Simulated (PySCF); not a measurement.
**SH₄⁻: structure of the doublet**

Aim: relax SH₄⁻ as a doublet from a see-saw start, check by its vibrations whether the end is a minimum, and collect its spectrum and constants.

Computed with PySCF 2.14.0. Level: PBE0, basis S def2-TZVPD, H def2-TZVPD, no relativity, density fitting.

## Step 1: The system as given

5 atoms, charge -1, spin multiplicity 2.

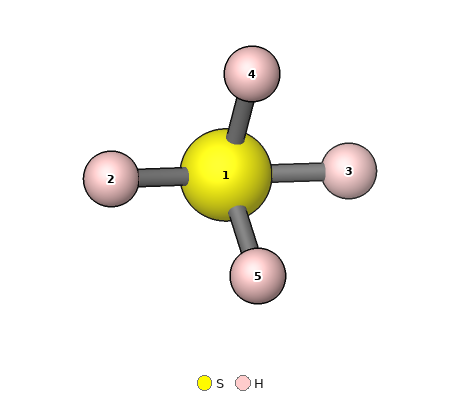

The starting geometry (sulfur yellow, hydrogen pink); atoms are numbered from 1 in the order of the file.

Z-matrix (Å, degrees; charge -1 multiplicity 2):
```
S
H  1 1.3500
H  1 1.3500 2 170.00
H  1 1.3500 2 86.92 3 -52.11
H  1 1.3500 2 86.92 3 52.11
```

## Step 2: First SCF at the start

One driver script runs all steps and calls PySCF; scf.py shows how it sets up the SCF of each step. The optimiser is the driver's own. After this first run the driver tries any further starts and a stability analysis.

scf.py reads:

```python
from pyscf import gto, scf, dft
mol = gto.M(atom='''
S      0.000000     0.000000     0.000000
H      0.000000     1.344900     0.117700
H     -0.000000    -1.344900     0.117700
H      1.063800     0.000000     0.831100
H     -1.063800     0.000000     0.831100''',
    basis={'S': 'def2-TZVPD', 'H': 'def2-TZVPD'},
    charge=-1, spin=1)
mf = dft.UKS(mol, xc='PBE0')
mf.grids.atom_grid = (50, 194)
aux = {'S': 'def2-universal-JKFIT', 'H': 'def2-universal-JKFIT'}
mf = mf.density_fit(auxbasis=aux)
mf.conv_tol = 1e-08
mf.diis_space = 10
mf.max_cycle = 60
mf.init_guess = 'minao'
mf.verbose = 4
mf.kernel()
```

Command:

```bash
$ OMP_NUM_THREADS=4 python axn.py task.json out
```

The program printed:

```text
init E= -400.4881544071
[... the frontier-level lines of each cycle are left out ...]
cycle= 1 E= -400.242662119243  delta_E= 0.245  |g|= 0.152  |ddm|= 4.35
cycle= 2 E= -400.254050224722  delta_E= -0.0114  |g|= 0.166  |ddm|= 7.24
cycle= 3 E= -400.271424796627  delta_E= -0.0174  |g|= 0.0216  |ddm|= 0.737
cycle= 4 E= -400.271856029625  delta_E= -0.000431  |g|= 0.00669  |ddm|= 0.748
cycle= 5 E= -400.272032955143  delta_E= -0.000177  |g|= 0.00276  |ddm|= 0.597
cycle= 6 E= -400.272092547371  delta_E= -5.96e-05  |g|= 0.00182  |ddm|= 0.276
cycle= 7 E= -400.272121029046  delta_E= -2.85e-05  |g|= 0.000628  |ddm|= 0.217
cycle= 8 E= -400.272129625716  delta_E= -8.6e-06  |g|= 0.000247  |ddm|= 0.164
cycle= 9 E= -400.272130452729  delta_E= -8.27e-07  |g|= 3.33e-05  |ddm|= 0.0663
cycle= 10 E= -400.272130464788  delta_E= -1.21e-08  |g|= 9.49e-06  |ddm|= 0.00929
cycle= 11 E= -400.272130465006  delta_E= -2.18e-10  |g|= 2.21e-06  |ddm|= 0.000402
Extra cycle  E= -400.272130465019  delta_E= -1.39e-11  |g|= 1.1e-06  |ddm|= 6.76e-05
converged SCF energy = -400.272130465019  <S^2> = 0.75122532  2S+1 = 2.0012249
```

This step, with its further starts and checks, ran for 1.3 s (4 threads of Intel Xeon 6975P-C (Granite Rapids), shared host).

No lower solution of this spin turned up in the test of internal stability.

## Step 3: Relaxing the doublet from the see-saw start

The program finds C2v symmetry in the start, which this walk keeps. Threshold on the gradient: 0.0003 Eh/bohr, with a further test on the energy change.

scf.py, as its differences from that of step 2:

```diff
@@ -3,5 +3,5 @@
-S      0.000000     0.000000     0.000000
-H      0.000000     1.344900     0.117700
-H     -0.000000    -1.344900     0.117700
-H      1.063800     0.000000     0.831100
-H     -1.063800     0.000000     0.831100''',
+S      0.000000     0.000000    -0.053119
+H      0.000000     1.344900     0.064581
+H      0.000000    -1.344900     0.064581
+H      1.063800     0.000000     0.777981
+H     -1.063800     0.000000     0.777981''',
@@ -17 +16,0 @@
-mf.init_guess = 'minao'
```

Steps of the walk:

| step | energy (Eh) | change (kJ/mol) | largest symmetric gradient (Eh/bohr) |
| --- | --- | --- | --- |
| 0 | -400.272130 | 0.00 | 0.06392 |
| 1 | -400.295620 | -61.67 | 0.02401 |
| 2 | -400.306935 | -91.38 | 0.01259 |
| 3 | -400.315068 | -112.73 | 0.02291 |
| 4 | -400.317112 | -118.10 | 0.02063 |
| 5 | -400.320878 | -127.99 | 0.01328 |
| 6 | -400.323329 | -134.42 | 0.00459 |
| 7 | -400.323510 | -134.90 | 0.00409 |
| 8 | -400.323774 | -135.59 | 0.00245 |
| 9 | -400.323950 | -136.05 | 0.00113 |
| 10 | -400.324015 | -136.22 | 0.00054 |
| 11 | -400.324025 | -136.25 | 0.00027 |
| 12 | -400.324026 | -136.25 | 0.00007 |

The walk took 9 s.

Positions (Å) and forces (eV/Å) along the way:

```
step 0
S    0.000   0.000  -0.053   0.000   0.000  -1.441
H    0.000   1.345   0.065   0.000   3.287   0.679
H    0.000  -1.345   0.065   0.000  -3.287   0.679
H    1.064   0.000   0.778   1.198   0.000   0.042
H   -1.064   0.000   0.778  -1.198   0.000   0.042
step 1
S    0.000   0.000  -0.050   0.000   0.000  -0.144
H    0.000   1.442   0.119   0.000   1.234   0.261
H    0.000  -1.442   0.119   0.000  -1.234   0.261
H    1.147   0.000   0.722   0.740   0.000  -0.189
H   -1.147   0.000   0.722  -0.740   0.000  -0.189
step 6
S    0.000   0.000   0.202   0.000   0.000   0.236
H    0.000   1.470   0.375   0.000   0.098  -0.100
H    0.000  -1.470   0.375   0.000  -0.098  -0.100
H    1.495   0.000   0.339  -0.111   0.000  -0.018
H   -1.495   0.000   0.339   0.111   0.000  -0.018
step 12
S    0.000   0.000   0.327   0.000   0.000  -0.001
H    0.000   1.487   0.326   0.000   0.004   0.002
H    0.000  -1.487   0.326   0.000  -0.004   0.002
H    1.488   0.000   0.327  -0.003   0.000  -0.002
H   -1.488   0.000   0.327   0.003   0.000  -0.002
```

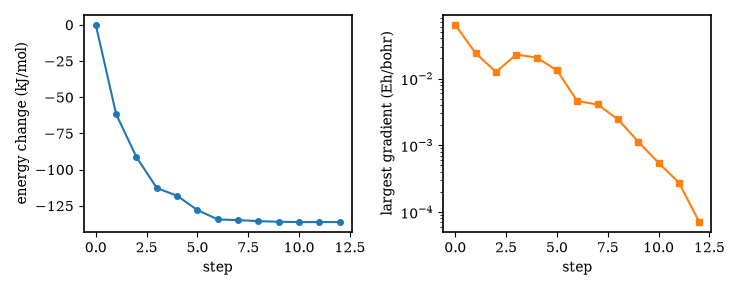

Energy and largest gradient along the walk.

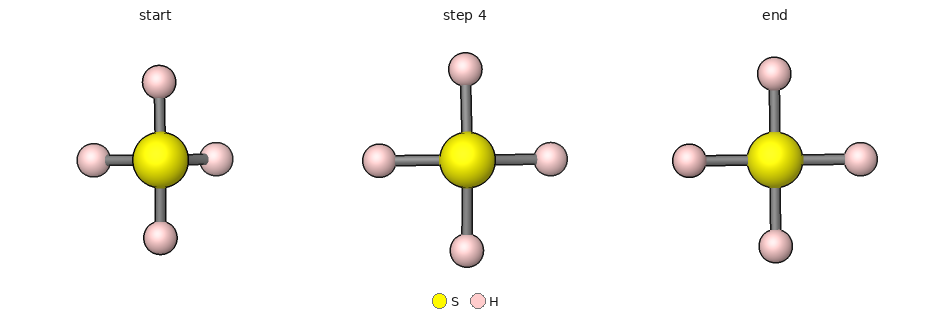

Start and end of the relaxation, with a step between.

After 12 steps and 136.3 kJ/mol it ends at D4h: S–H 1.488 Å (×4); H–S–H 90.0° (×4), H–S–H 179.9° (×2).

## Step 4: Frequencies

On the finer grid the gradient is checked again; gradients at displacements of ±0.02 bohr then give force constants and infrared intensities.

scf.py, as its differences from that of step 3:

```diff
@@ -3,5 +3,5 @@
-S      0.000000     0.000000    -0.053119
-H      0.000000     1.344900     0.064581
-H      0.000000    -1.344900     0.064581
-H      1.063800     0.000000     0.777981
-H     -1.063800     0.000000     0.777981''',
+S      0.000000     0.000000     0.000000
+H      0.000000     1.487755     0.000000
+H      0.000000    -1.487755     0.000000
+H      1.487755     0.000000     0.000000
+H     -1.487755     0.000000     0.000000''',
@@ -11 +11 @@
-mf.grids.atom_grid = (50, 194)
+mf.grids.atom_grid = (75, 302)
@@ -14 +14 @@
-mf.conv_tol = 1e-08
+mf.conv_tol = 1e-10
```

The driver hands on the density of the step before, so the log starts near convergence.

Log of the central SCF (cycles and frontier levels):

```text
init E= -400.324025946168
[... the frontier-level lines of each cycle are left out ...]
cycle= 1 E= -400.324025946168  delta_E= 5.68e-14  |g|= 1.7e-07  |ddm|= 3.3e-06
Extra cycle  E= -400.324025946168  delta_E= 8.53e-13  |g|= 1.55e-07  |ddm|= 1.44e-06
converged SCF energy = -400.324025946168  <S^2> = 0.75339979  2S+1 = 2.0033969
```

The whole step took 13 s.

Geometry: D4h; S–H 1.488 Å (×4); H–S–H 90.0° (×4), H–S–H 180.0° (×2).

Modes, for the most abundant isotopes:

| symmetry | ω (cm⁻¹) | IR (km/mol) |
| --- | --- | --- |
| a2u | 254 | 7.4 |
| b2u | 991 | 0.0 |
| eu | 1125 | 2091 |
| b2g | 1265 | 0.0 |
| eu | 1339 | 5405 |
| b1g | 1734 | 0.0 |
| a1g | 1751 | 0.0 |

Every mode is real; the point is a minimum.

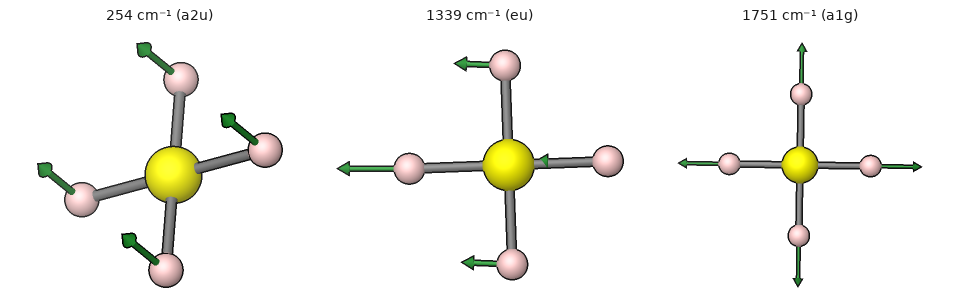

Displacements of 3 of the modes, as arrows (one member where a mode is degenerate).

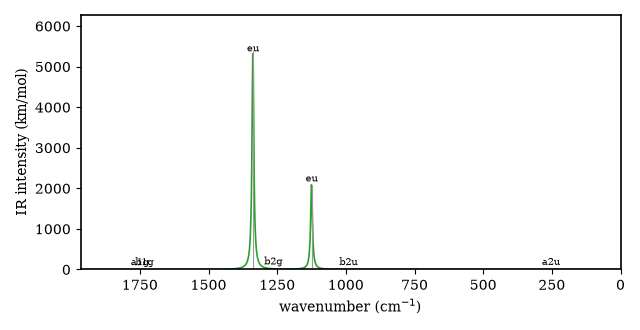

The harmonic infrared spectrum (widths in cm⁻¹). Lines are broadened to a width of 8 cm⁻¹ (Lorentzian).

Constants and moments:

```
Dipole moment about the centre of mass                          : 0.00 D
Highest occupied level                                          : 1.48 eV
Lowest empty level                                              : 3.42 eV
Rotational constants                                            : 3.778, 3.778, 1.889 cm⁻¹
Zero-point energy                                               : 65.3 kJ/mol
Principal polarisabilities                                      : 75.8, 189.0, 189.0 bohr³
Principal traceless quadrupole moments about the centre of mass : -2.74, -2.74, 5.47 D Å
Entropy at 298.15 K and 1 bar (electronic part: spin only)      : 220.4 J/(mol K)
Heat capacity Cp at 298.15 K                                    : 46.4 J/(mol K)
Enthalpy at 298.15 K above 0 K                                  : 11.49 kJ/mol
Rotational symmetry number                                      : 8
Spin squared ⟨S²⟩                                               : 0.753
```

Populations by atom (charges in e):

```tsv
atom	Mulliken	Löwdin	polar tensor	spin (Mulliken)	Mayer order to S1
S1	-1.75	-0.08	1.03	0.83	–
H2,3,4,5	0.19	-0.23	-0.51	0.04	0.91
```

Outer orbital energies (eV). α occupied: -156.61, -156.47, -15.18, -7.04, -7.04, -2.32, -1.17, 1.48; empty: 4.10, 4.10, 4.65, 5.84. β occupied: -156.56, -156.56, -156.38, -14.91, -6.77, -6.77, -1.99, -0.56; empty: 3.42, 4.56, 4.56, 4.87.

Mulliken populations on S1: s 6.62, p 10.26, d 0.86, f 0.01.

## Step 5: Outcome

| quantity | value |
| --- | --- |
| minimum | doublet, D4h |
| geometry | S–H 1.488 Å (×4); H–S–H 90.0° (×4), H–S–H 180.0° (×2) |
| wavenumbers (cm⁻¹) | 254 (a2u), 991 (b2u), 1125 (eu), 1265 (b2g), 1339 (eu), 1734 (b1g), 1751 (a1g) |
| dipole moment (centre of mass) | 0.00 D |
| highest occupied, lowest empty level (either spin) | 1.48, 3.42 eV |
| polar-tensor charge of S1 | +1.03 e |
| zero-point energy | 65.3 kJ/mol |
| entropy at 298.15 K | 220.4 J/(mol K) |
| ⟨S²⟩ | 0.753 |

In words: The see-saw start (C2v) ends in a minimum of D4h symmetry. The strongest infrared band lies at 1339 cm⁻¹ (eu, mixed). Most of the spin sits on S1 (Mulliken spin 0.83, against 1 for the whole molecule). Other starts or spin states, not run here, may lie lower. The highest occupied level lies above zero: either self-interaction error lifts it or the extra electron is not bound, and the basis holds it in place.

The search up to here took 23 s.
